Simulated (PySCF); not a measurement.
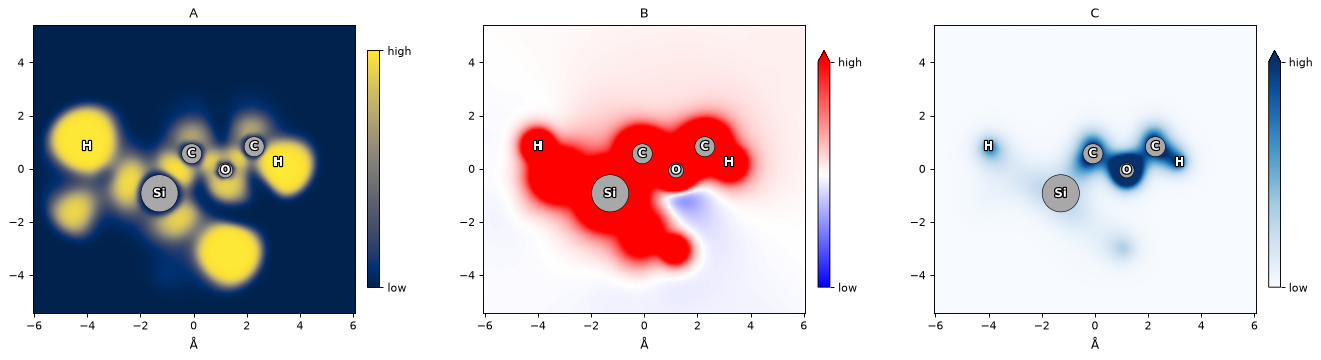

C2H12OSi3 (SMILES COC[SiH]([SiH3])[SiH3]): 3 fields on the plane of atoms O2, C1 and H8, with unlabelled colour scales. Grey discs cover the atomic cores.

Geometry: GFN2-xTB.

The calculation used CAM-B3LYP/def2-SVPD, SCF density, gas phase in PySCF 2.14.0.

```yaml
atoms:
  - { symbol: C, position_ang: [-2.7786, 0.7761, 0.4058] }
  - { symbol: O, position_ang: [-1.4525, 0.7273, -0.0448] }
  - { symbol: C, position_ang: [-0.9084, -0.5777, -0.1126] }
  - { symbol: Si, position_ang: [0.8974, -0.2581, -0.6743] }
  - { symbol: Si, position_ang: [2.2162, -2.0669, -0.0506] }
  - { symbol: Si, position_ang: [1.2479, 1.8743, 0.1800] }
  - { symbol: H, position_ang: [-2.8684, 0.3639, 1.4193] }
  - { symbol: H, position_ang: [-3.0746, 1.8237, 0.4129] }
  - { symbol: H, position_ang: [-3.4442, 0.2124, -0.2603] }
  - { symbol: H, position_ang: [-1.4880, -1.1955, -0.8101] }
  - { symbol: H, position_ang: [-0.9704, -1.0637, 0.8722] }
  - { symbol: H, position_ang: [0.8193, -0.2379, -2.1532] }
  - { symbol: H, position_ang: [3.6086, -1.8457, -0.4467] }
  - { symbol: H, position_ang: [2.2326, -2.2787, 1.4015] }
  - { symbol: H, position_ang: [1.8372, -3.3640, -0.6233] }
  - { symbol: H, position_ang: [0.5314, 2.9509, -0.5026] }
  - { symbol: H, position_ang: [0.9085, 1.9512, 1.6046] }
  - { symbol: H, position_ang: [2.6771, 2.2147, 0.0908] }
```

> Which field does each panel show? The fields are: electron density, electron localisation function and electrostatic potential.

Panel A: electron localisation function. Panel B: electrostatic potential (strongly positive close to the atoms, with negative regions outside electron-rich atoms). Panel C: electron density. From the grid: C–O (1.40 Å): ρ at the midpoint is about 2.1 e/Å³, with its minimum of 1.8 e/Å³ about 0.5 Å from C; the ELF peaks at about 0.90 between the atoms, as expected for a polar covalent bond. C–Si (1.92 Å): the density is about 0.92 e/Å³ at the midpoint; the ELF peaks at about 1 between the atoms, as expected for a shared electron pair.
